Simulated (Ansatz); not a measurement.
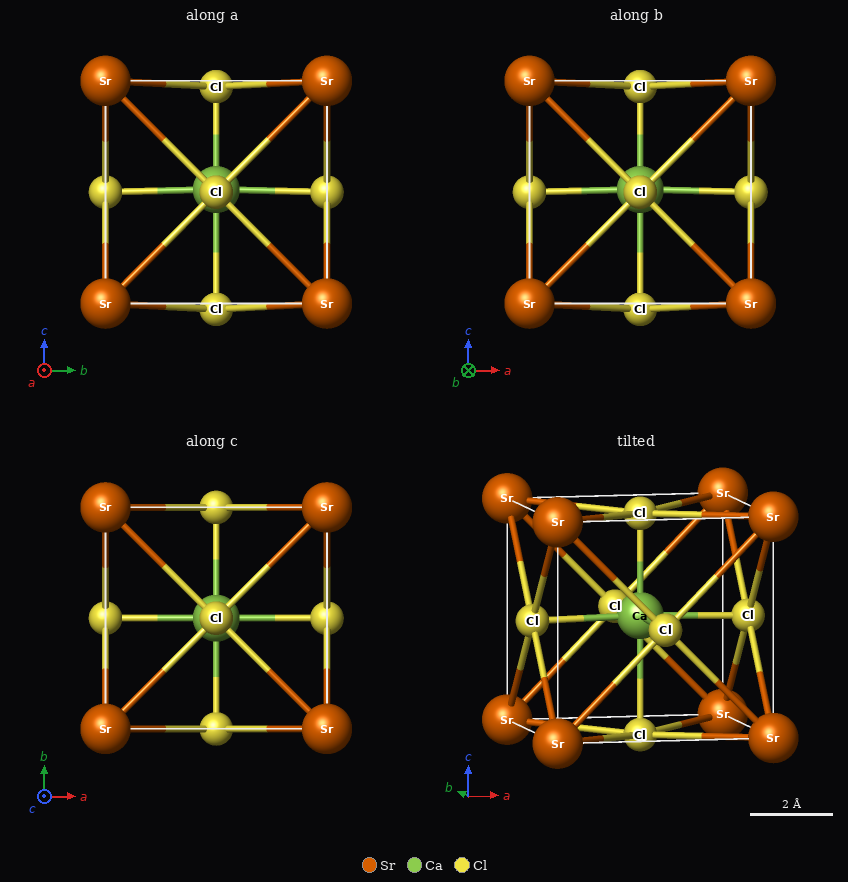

The figure gives a ball-and-stick picture of the atoms, viewed along the a axis, along the b axis, along the c axis and slightly off an axis. The box is the conventional unit cell; atoms on or close to its faces, edges and corners are drawn wherever they repeat.

Lattice parameters: a = 5.4225 Å, b = 5.4225 Å, c = 5.4526 Å, α = 90.000°, β = 90.000°, γ = 90.000°.

Q: Put the structure into a CIF with its space group and independent sites, with free fractional coordinates to two decimals.

A:
```cif
data_structure
_symmetry_space_group_name_H-M 'P 4 m m'
_symmetry_Int_Tables_number 99
_cell_length_a 5.4225
_cell_length_b 5.4225
_cell_length_c 5.4526
_cell_angle_alpha 90.000
_cell_angle_beta 90.000
_cell_angle_gamma 90.000
_cell_volume 160.32
loop_
_atom_site_label
_atom_site_type_symbol
_atom_site_symmetry_multiplicity
_atom_site_Wyckoff_symbol
_atom_site_fract_x
_atom_site_fract_y
_atom_site_fract_z
_atom_site_occupancy
Sr1 Sr 1 a 0.00 0.00 0.00 1
Ca1 Ca 1 b 0.50 0.50 0.51 1
Cl1 Cl 1 b 0.50 0.50 0.97 1
Cl2 Cl 2 c 0.00 0.50 0.50 1
```

The picture shows a generated cell, made by putting these elements into a known structure type (the compound may or may not exist in this form); the geometry isn't optimised. A calculation with Ansatz used it as input.

At this level of theory the cell isn't at rest (forces up to 1.1 eV/Å), so its distances can differ from those at equilibrium, the more so the softer the solid.
